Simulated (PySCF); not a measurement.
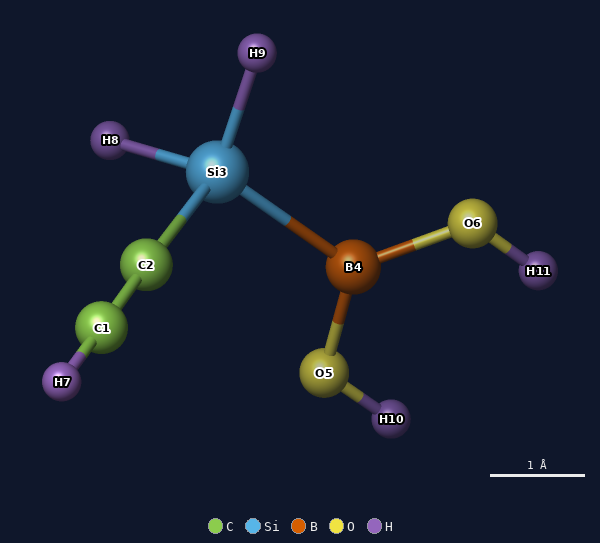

*The structure (ball-and-stick view, seen at a tilt; atoms are numbered from 1 in the order of the input).*

Bond lengths as drawn: B–O 1.35 to 1.36 Å, B–Si 1.97 Å, C–C 1.20 Å, C–H 1.05 Å, C–Si 1.86 Å, H–O 0.96 Å and H–Si 1.48 Å.

# Excited-state calculation of C₂H₅BO₂Si

System: C₂H₅BO₂Si, SMILES C#C[SiH2]B(O)O.
Method: TDDFT PBE0/def2-SVPD, vertical, gas phase, core orbitals frozen in the response (PySCF 2.14.0).

The geometry comes from this level: GFN2-xTB. It belongs to a series of runs on one base structure; here: H on Si replaced by B(OH)2.

The program's output
```
coarse grid: 10160 points
cycle   1  E = -543.1399026478  dE =  6.759e-01  |g| = 8.371e-01  |ddm| = 6.973e+00
cycle   2  E = -543.0145610952  dE =  1.253e-01  |g| = 1.170e+00  |ddm| = 2.434e+00
cycle   3  E = -543.2790290261  dE = -2.645e-01  |g| = 9.236e-02  |ddm| = 1.140e+00
cycle   4  E = -543.2801979076  dE = -1.169e-03  |g| = 5.820e-02  |ddm| = 1.811e-01
cycle   5  E = -543.2809609344  dE = -7.630e-04  |g| = 2.298e-02  |ddm| = 8.567e-02
cycle   6  E = -543.2810945012  dE = -1.336e-04  |g| = 3.053e-03  |ddm| = 3.237e-02
cycle   7  E = -543.2810973203  dE = -2.819e-06  |g| = 4.951e-04  |ddm| = 6.627e-03
final grid: 94832 points
cycle   8  E = -543.3646768418  dE = -2.706e-05  |g| = 5.848e-03  |ddm| = 8.349e-02
cycle   9  E = -543.3646721576  dE =  4.684e-06  |g| = 7.821e-03  |ddm| = 1.528e-02
cycle  10  E = -543.3646842735  dE = -1.212e-05  |g| = 5.820e-04  |ddm| = 7.306e-03
cycle  11  E = -543.3646843530  dE = -7.947e-08  |g| = 1.670e-04  |ddm| = 1.147e-03
cycle  12  E = -543.3646843558  dE = -2.884e-09  |g| = 1.351e-04  |ddm| = 3.831e-04
cycle  13  E = -543.3646843606  dE = -4.737e-09  |g| = 1.451e-05  |ddm| = 1.634e-04
cycle  14  E = -543.3646843606  dE = -5.025e-11  |g| = 5.474e-06  |ddm| = 2.579e-05
```

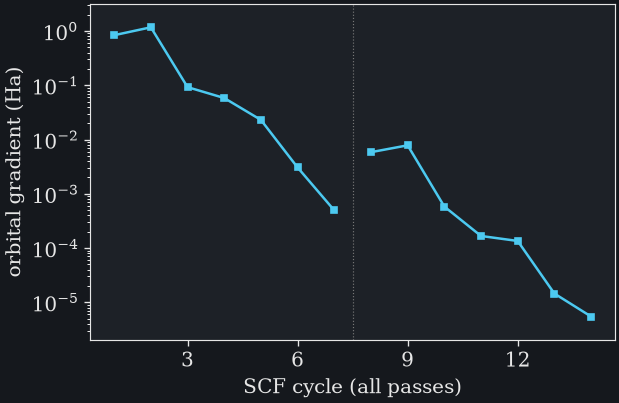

*Convergence of the self-consistent field: orbital gradient against the SCF cycle. The dotted line marks the change from a coarse to the final integration grid.*

The first 7 cycles use a coarse grid, the final grid takes over at cycle 8, and the field converges after 14 cycles in all.

```
converged SCF energy = -543.3646843606

Static polarisability (au): isotropic 71.582, principal 58.926 66.945 88.876

Singlet excitations
state   eV       nm        f      main configurations
  1   5.9628    207.9   0.00286   H-1->L 0.58, H->L 0.17, H-1->L+3 0.11
  2   6.0928    203.5   0.01925   H->L 0.62, H-1->L 0.15, H-1->L+2 0.14
  3   6.2971    196.9   0.00262   H->L+2 0.75, H-1->L 0.10
  4   6.5911    188.1   0.02788   H->L+1 0.86
  5   6.6964    185.2   0.01540   H-1->L+1 0.52, H->L+3 0.12, H-1->L+3 0.10
  6   6.7565    183.5   0.01510   H-1->L+1 0.33, H->L+3 0.26, H-1->L+2 0.20
  7   6.9067    179.5   0.00116   H-1->L+3 0.63, H-1->L 0.15, H-1->L+1 0.12
  8   7.5514    164.2   0.01251   H-2->L 0.83

Triplet excitations (Tamm-Dancoff, eV): 4.9374 5.3481 5.4270
```

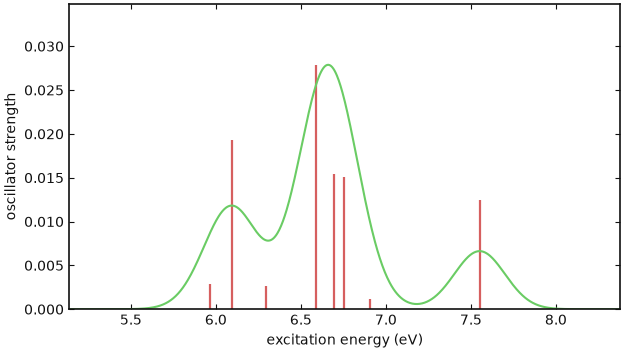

*Computed excitations as sticks (degenerate states added up, dark ones marked on the axis), with a Gaussian envelope of 0.35 eV full width at half maximum, scaled to the tallest.*

Of the 8 states the lowest lies at 5.96 eV (f = 0.003); the strongest line is at 6.59 eV, or 188 nm (f = 0.028).

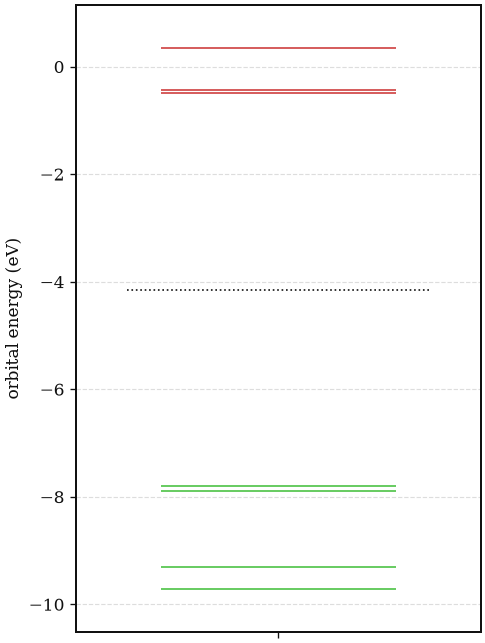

*Orbital energies near the frontier; the dotted line parts filled from empty levels, and levels within 0.02 eV of each other stand side by side.*

Highest filled −7.80 eV, lowest empty −0.50 eV, 7.30 eV apart.

This output came from the following input.

Input
```
{"job": {"kind": "uv", "xc": "PBE0", "basis": "def2-SVPD", "nstates": 8, "ntriplets": 3}, "charge": 0, "multiplicity": 1}
C      2.728955     0.833336    -0.699848
C      1.873053     0.362402     0.002162
Si     0.517384    -0.373155     1.042274
B     -1.231274    -0.204037     0.145311
O     -1.446614    -0.884753    -1.005580
O     -2.178496     0.586234     0.707010
H      3.486094     1.244371    -1.305572
H      0.961782    -1.761343     1.284021
H      0.617734     0.321307     2.339984
H     -2.297957    -0.789838    -1.440894
H     -3.025238     0.668147     0.259960
```

The first line tells a small driver script what to run in PySCF; the rest is the geometry in Å.

Launch command:
```bash
OMP_NUM_THREADS=1 python <driver script> task.json out
```

Summary

- outcome: converged
- total energy: −543.364684 hartree
- HOMO: −7.80 eV
- LUMO: −0.50 eV
- dipole moment: 3.55 D
- mean polarisability: 71.58 a.u.
- lowest singlet excitation: 5.96 eV
- hardware: 1 CPU thread, shared host
- wall time: 48 s
- peak memory: 0.69 GiB
